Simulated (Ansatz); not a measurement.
The crystal is SiSO (1T monolayer (Janus)).

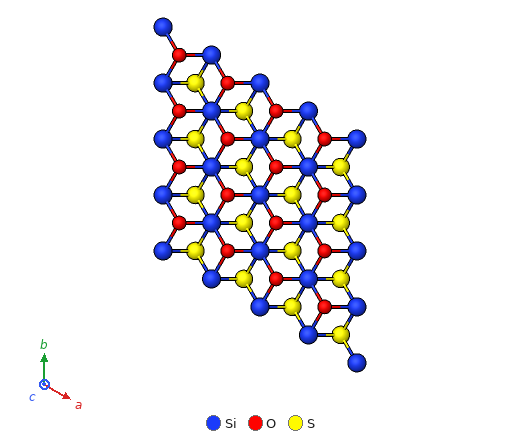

The structure (silicon blue, oxygen red, sulfur yellow). 4×4×1 cells are drawn. Some periodic images of atoms are drawn too.

The cell holds 3 atoms: 1 Si, 1 O and 1 S. Its edges and angles: a = 2.982 Å, b = 2.982 Å, c = 27.700 Å, α = 90.0°, β = 90.0°, γ = 120.0°. Vacuum lies along c.

```xyz
3
Lattice="2.9816 0.0000 0.0000 -1.4908 2.5822 0.0000 0.0000 0.0000 27.7000" Properties=species:S:1:pos:R:3
Si    0.0000    0.0000   14.1028
O     0.0000    1.7214   14.9692
S     1.4908    0.8607   12.7308
```

The structure was relaxed with PBEsol. The runs that relaxed it are not among those shown.

Gaps computed with Ansatz 0.2.0 without a self-energy: PBEsol 1.19 eV, PBEsol+SOC 1.15 eV, r2SCAN 1.76 eV, HSE06 2.30 eV and PBE0 3.03 eV.

Q: Estimate the G0W0@PBEsol gap with 6×6×1 mesh, 413 empty bands, screening to 90 eV, PAW set soft_1 files.

About 3.07 eV: on its mesh the run moves the gap from 1.18 eV by +1.89 eV. Among the scalar-relativistic levels given, PBE0 is nearest (−0.04 eV). Spin-orbit coupling is not in that value; its −0.03 eV at the PBEsol level would bring it to about 3.03 eV. Bands and cutoff are finite, so the gap is not at the basis limit. The miss can reach some tenths of an eV and take either sign; the mesh is an error of its own. The mesh in the plane is coarse for a sheet; gap and any exciton binding can still move on denser ones.

[Paths, hosts, dates, memory and timing lines, banners, echoed tables and standing remarks are left out of the program output.]

[Logs are printed without paths, hosts, clocks, repeated set-up lines and the standing remarks that a program may print on its own settings, such as how far it seeks lower states.]

[Runs of the session that timed out or met a known fault of the program may be left out.]

[Cells called generated may have been cut or substituted from an entry of the Crystallography Open Database or the Materials Project.]

[Hosts, paths, dates, database ids (printed as entryN), source tags and the programs' standing remarks are cut or masked in the printed files.]
